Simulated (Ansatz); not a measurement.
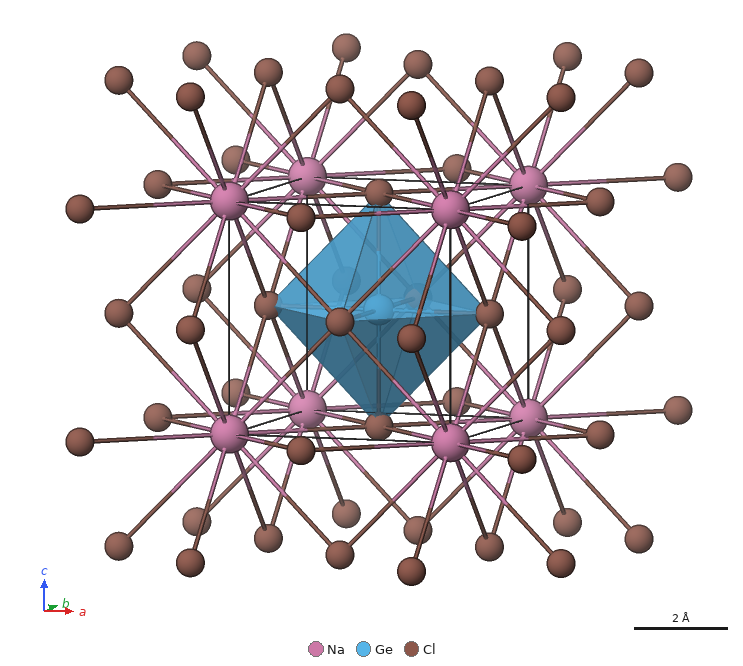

View slightly off an axis, drawn as a polyhedral model. One conventional unit cell is framed, with atoms on its boundary repeated. A few atoms beyond the faces are included.

NaGeCl3, cubic perovskite, space group Pm-3m (No. 221), a = 5.061 Å, b = 5.061 Å, c = 5.061 Å, α = 90.00°, β = 90.00°, γ = 90.00°. Its origin is a structure type filled with these elements by a generator (whether the compound takes this form wasn't checked). The cell was then strained or its atoms displaced on purpose. It was run through Ansatz as a DFT input.

This one geometry was computed with Ansatz (DFT, plane waves, PAW) at three levels of theory: r2SCAN, HSE06 and PBE. It was relaxed with r2SCAN and then strained.

**How does the band gap change with the level of theory?**

PBE: a gap of 0.20 eV, direct; r2SCAN: a gap of 0.26 eV, direct; HSE06: a gap of 0.65 eV, direct.

**Collect the results in a table.**

| level | cutoff (eV) | k-mesh of the run's cell | gap (eV) | pressure (GPa) |
| --- | --- | --- | --- | --- |
| r2SCAN | 500 | 6×6×6 | 0.26 | 2.2 |
| HSE06 | 420 | 4×4×4 | 0.65 | 3.0 |
| PBE | 420 | 6×6×6 | 0.20 | 3.1 |

Gaps are taken on the k-mesh or band path of each run.
